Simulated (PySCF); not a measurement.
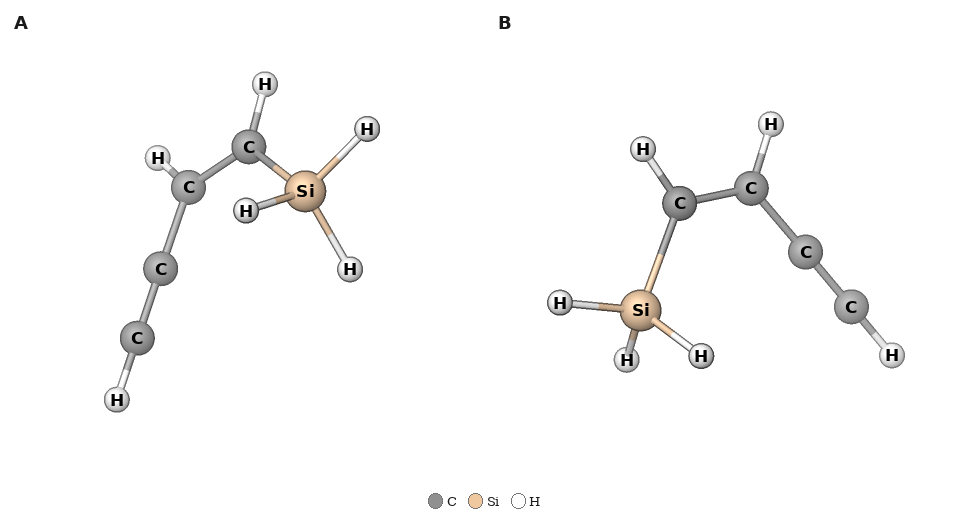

Atoms fade into the background with distance from the viewer. The geometry was computed by an optimisation with PBE0-D3(BJ)/def2-SVP. No frequency run is at hand to confirm it as a minimum.

Q: Can A be turned into B by a rotation alone?

A: Yes. They are the same structure, C4H6Si (C#C/C=C\[SiH3]), seen from two directions. With point group Cs it is achiral, so its mirror image would be the same too.
